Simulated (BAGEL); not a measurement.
# C2HFO2 (SMILES O=C1OC1F) at 3 levels

Aim: a comparison of 3 runs (HF/STO-3G, HF/3-21G, HF/cc-pVDZ) of C2HFO2. 

The calculation is run with BAGEL 1.2.2.

## Step 1: Starting point

The species is C2HFO2 (6 atoms), typed as a singlet with charge 0. SMILES: `O=C1OC1F`. The start is not the relaxed shape. At this shape the atoms don't form one bonded unit as the SMILES string has it.

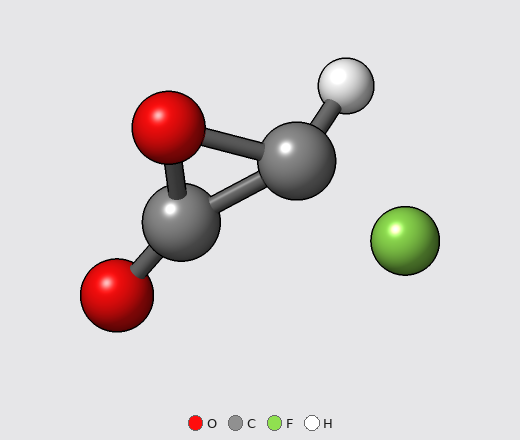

The structure, seen from a chosen angle (oxygen red, carbon grey, fluorine green, hydrogen white).

## Step 2: A single-point energy at HF/STO-3G (density fitting with qzvpp-jkfit) (run 1)

The input, input.json:

```json
{ "bagel": [

{
  "title": "molecule",
  "basis": "sto-3g",
  "df_basis": "qzvpp-jkfit",
  "angstrom": "true",
  "geometry": [
    { "atom": "O", "xyz": [      -0.450342,      -2.284966,       0.596023 ] },
    { "atom": "C", "xyz": [       0.067758,      -1.228166,       0.552623 ] },
    { "atom": "O", "xyz": [       1.279258,      -0.706766,       0.325523 ] },
    { "atom": "C", "xyz": [       0.170558,       0.210534,       0.591723 ] },
    { "atom": "F", "xyz": [      -0.384000,       1.307800,      -0.981200 ] },
    { "atom": "H", "xyz": [       0.283258,       0.808734,       1.490823 ] }
  ]
},

{ "title": "hf" },

{ "title": "print", "file": "orbitals.molden", "orbitals": "true" }

]}
```

Started as:

```bash
$ BAGEL_NUM_THREADS=1 BAGEL input.json > input.out
```

The log of the run:

```text
* using 1 threads per process

  ===============================================================
  ===============================================================

  *** Geometry ***

  { "atom" : "O", "xyz" : [     -0.851023,     -4.317960,      1.126320 ] },
  { "atom" : "C", "xyz" : [      0.128044,     -2.320897,      1.044306 ] },
  { "atom" : "O", "xyz" : [      2.417447,     -1.335594,      0.615149 ] },
  { "atom" : "C", "xyz" : [      0.322308,      0.397852,      1.118194 ] },
  { "atom" : "F", "xyz" : [     -0.725655,      2.471384,     -1.854199 ] },
  { "atom" : "H", "xyz" : [      0.535280,      1.528286,      2.817247 ] },

  Number of auxiliary basis functions:      399

  Since a DF basis is specified, we compute 2- and 3-index integrals:
    o Being stored without compression. Storage requirement is 0.002 GB

  Number of basis functions:       26
  Number of electrons      :       38

    * METHOD: MOLECULE                             0.09

  *** RHF ***

  === Nuclear Repulsion ===
   151.3546515297

      * DIIS with orbital gradients will be used.

  === RHF iteration (sto-3g) ===
      0       -320.42285368          0.03919385           0.01
      1       -320.57870299          0.03931150           0.01
      2       -320.84121673          0.00377440           0.01
[... 17 lines of this table left out ...]
     20       -320.84779813          0.00000001           0.01
    * SCF iteration converged.

    * Permanent dipole moment:
           (   -0.011375,    -0.431053,    -0.470276) a.u.

    * METHOD: HF                                   0.23

    * METHOD: PRINT                                0.00

  ===============================================================
```

It took 0.48 s on 1 thread of Arm Neoverse V2, shared host; peak memory 0.081 GiB.

## Step 3: The energy at HF/3-21G (density fitting with qzvpp-jkfit) (run 2)

The input, hf.json:

```json
{ "bagel" : [

{
  "title" : "molecule",
  "basis" : "3-21g",
  "df_basis" : "qzvpp-jkfit",
  "angstrom" : "true",
  "geometry" : [
    { "atom" : "O", "xyz" : [   -0.450342,   -2.284966,    0.596023 ] },
    { "atom" : "C", "xyz" : [    0.067758,   -1.228166,    0.552623 ] },
    { "atom" : "O", "xyz" : [    1.279258,   -0.706766,    0.325523 ] },
    { "atom" : "C", "xyz" : [    0.170558,    0.210534,    0.591723 ] },
    { "atom" : "F", "xyz" : [   -0.384000,    1.307800,   -0.981200 ] },
    { "atom" : "H", "xyz" : [    0.283258,    0.808734,    1.490823 ] }
  ]
},
{
  "title" : "hf"
},
{
  "title" : "print",
  "file" : "orbitals.molden",
  "orbitals" : "true"
}

]}
```

Started as:

```bash
$ BAGEL_NUM_THREADS=1 BAGEL hf.json > hf.out
```

The log of the run:

```text
* using 1 threads per process

  ===============================================================
  ===============================================================

  *** Geometry ***

  { "atom" : "O", "xyz" : [     -0.851023,     -4.317960,      1.126320 ] },
  { "atom" : "C", "xyz" : [      0.128044,     -2.320897,      1.044306 ] },
  { "atom" : "O", "xyz" : [      2.417447,     -1.335594,      0.615149 ] },
  { "atom" : "C", "xyz" : [      0.322308,      0.397852,      1.118194 ] },
  { "atom" : "F", "xyz" : [     -0.725655,      2.471384,     -1.854199 ] },
  { "atom" : "H", "xyz" : [      0.535280,      1.528286,      2.817247 ] },

  Number of auxiliary basis functions:      399

  Since a DF basis is specified, we compute 2- and 3-index integrals:
    o Being stored without compression. Storage requirement is 0.007 GB

  Number of basis functions:       47
  Number of electrons      :       38

    * METHOD: MOLECULE                             0.09

  *** RHF ***

  === Nuclear Repulsion ===
   151.3546515297

      * DIIS with orbital gradients will be used.

  === RHF iteration (3-21g) ===
      0       -323.08160333          0.04182830           0.02
      1       -323.12973482          0.04506878           0.02
      2       -323.44867206          0.00410441           0.02
[... 19 lines of this table left out ...]
     22       -323.45601710          0.00000001           0.02
    * SCF iteration converged.

    * Permanent dipole moment:
           (   -0.077605,    -0.341302,    -1.250594) a.u.

    * METHOD: HF                                   0.45

    * METHOD: PRINT                                0.00

  ===============================================================
```

It took 0.7 s on 1 thread of Arm Neoverse V2, shared host; peak memory 0.081 GiB.

## Step 4: The energy at HF/cc-pVDZ (density fitting with qzvpp-jkfit) (run 3)

The input, input.json:

```json
{ "bagel": [

{
  "title": "molecule",
  "basis": "cc-pvdz.json",
  "df_basis": "qzvpp-jkfit",
  "angstrom": true,
  "geometry": [
    { "atom": "O", "xyz": [   -0.450342,   -2.284966,    0.596023 ] },
    { "atom": "C", "xyz": [    0.067758,   -1.228166,    0.552623 ] },
    { "atom": "O", "xyz": [    1.279258,   -0.706766,    0.325523 ] },
    { "atom": "C", "xyz": [    0.170558,    0.210534,    0.591723 ] },
    { "atom": "F", "xyz": [   -0.384000,    1.307800,   -0.981200 ] },
    { "atom": "H", "xyz": [    0.283258,    0.808734,    1.490823 ] }
  ]
},
{ "title": "hf" },
{ "title": "print", "file": "orbitals.molden", "orbitals": true }

]}
```

The basis set cc-pVDZ is read from a file made from the Basis Set Exchange's data (not shown).

Started as:

```bash
$ BAGEL_NUM_THREADS=1 BAGEL input.json > input.out
```

The log of the run:

```text
* using 1 threads per process

  ===============================================================
  ===============================================================

  *** Geometry ***

  { "atom" : "O", "xyz" : [     -0.851023,     -4.317960,      1.126320 ] },
  { "atom" : "C", "xyz" : [      0.128044,     -2.320897,      1.044306 ] },
  { "atom" : "O", "xyz" : [      2.417447,     -1.335594,      0.615149 ] },
  { "atom" : "C", "xyz" : [      0.322308,      0.397852,      1.118194 ] },
  { "atom" : "F", "xyz" : [     -0.725655,      2.471384,     -1.854199 ] },
  { "atom" : "H", "xyz" : [      0.535280,      1.528286,      2.817247 ] },

  Number of auxiliary basis functions:      399

  Since a DF basis is specified, we compute 2- and 3-index integrals:
    o Being stored without compression. Storage requirement is 0.018 GB

  Number of basis functions:       75
  Number of electrons      :       38

    * METHOD: MOLECULE                             0.12

  *** RHF ***

  === Nuclear Repulsion ===
   151.3546515297

      * DIIS with orbital gradients will be used.

  === RHF iteration (cc-pvdz.json) ===
      0       -324.89295556          0.02487040           0.03
      1       -324.92499181          0.02715353           0.03
      2       -325.29353916          0.00271939           0.03
[... 18 lines of this table left out ...]
     21       -325.30069569          0.00000001           0.03
    * SCF iteration converged.

    * Permanent dipole moment:
           (   -0.376859,    -0.081079,    -1.465953) a.u.

    * METHOD: HF                                   0.74

    * METHOD: PRINT                                0.01

  ===============================================================
```

Run time: 1.1 s. Hardware: 1 thread of Arm Neoverse V2, shared host; peak memory 0.088 GiB.

## Step 5: The series

| run | level | energy (Eh) | dipole moment (D) | HOMO energy (eV) | LUMO energy (eV) | wall time |
| --- | --- | --- | --- | --- | --- | --- |
| 1 | HF/STO-3G (density fitting with qzvpp-jkfit) | -320.847798 | 1.62 | -9.15 | 4.24 | 0.48 s |
| 2 | HF/3-21G (density fitting with qzvpp-jkfit) | -323.456017 | 3.30 | -13.05 | 0.55 | 0.7 s |
| 3 | HF/cc-pVDZ (density fitting with qzvpp-jkfit) | -325.300696 | 3.85 | -13.49 | 0.16 | 1.1 s |

## Step 6: Results

```
            quantity          value
 run 3: total energy  -325.30070 Eh
run 3: dipole moment         3.85 D
  run 3: HOMO energy      -13.49 eV
  run 3: LUMO energy        0.16 eV
run 3: HOMO–LUMO gap       13.65 eV
```

The dipole moment runs from 1.62 D (HF/STO-3G) to 3.85 D (HF/cc-pVDZ). Basis or surroundings differ between these two runs. The HOMO–LUMO gap runs from 13.40 eV (HF/STO-3G) to 13.65 eV (HF/cc-pVDZ). All runs together took 2.2 s, the longest 1.1 s.
